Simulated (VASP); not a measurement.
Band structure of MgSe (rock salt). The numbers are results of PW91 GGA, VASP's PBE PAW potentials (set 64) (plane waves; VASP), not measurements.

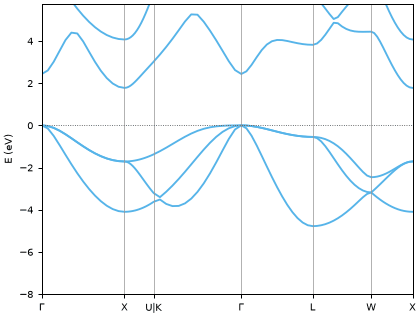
*Bands along high-symmetry lines, zero at the valence-band maximum or, without a gap, the Fermi level*

Read the plot: is there a gap, and where are the band edges?

The gap is indirect, 1.78 eV, from the valence maximum at Γ to the conduction minimum at X. (Edges off the drawn lines would not show.)

The compound is MgSe in the rock salt structure. It was relaxed first.
